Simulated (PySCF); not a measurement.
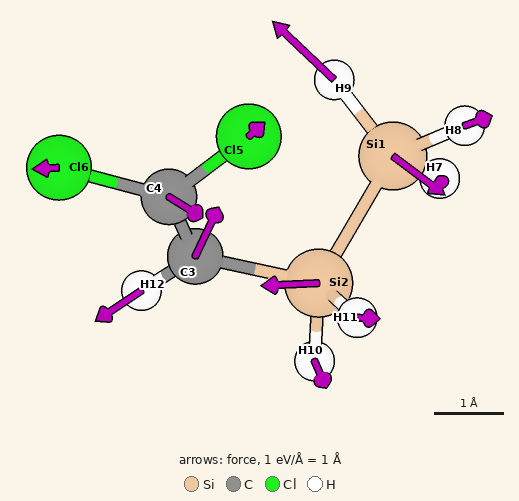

Starting geometry of C₂H₆Cl₂Si₂ with the computed forces as purple arrows. The picture is a ball-and-stick view, seen at a tilt.

The start comes from GFN2-xTB. Its atoms were then displaced at random by about 0.01 Å.

The calculation used PBE0-D3(BJ)/def2-SVP geometry optimisation, gas phase in PySCF. 

Q: Is this structure relaxed? If not, where do the atoms go?

A: It isn't relaxed: the largest force vector, on C3, is 1.30 eV/Å. The final displacements have little in common with the starting forces (cosine between the two patterns 0.10). The energy falls by 3.82 kcal/mol in 11 geometry steps. The largest move after the best rigid fit is that of H8, 0.38 Å. Largest moves by element: H 0.38 Å, Cl 0.19 Å, Si 0.09 Å, C 0.09 Å. Some distances before and after: Si2–Cl5 3.230 → 3.304 Å, Si1–H9 1.433 → 1.495 Å, Si1–Si2 2.308 → 2.354 Å, Si1–H8 1.462 → 1.493 Å. Bond angles that change, for instance: Si1–Si2–H10 115.6° → 110.3°, Si2–Si1–H9 114.3° → 109.4°, C3–Si2–H11 106.8° → 110.2°.
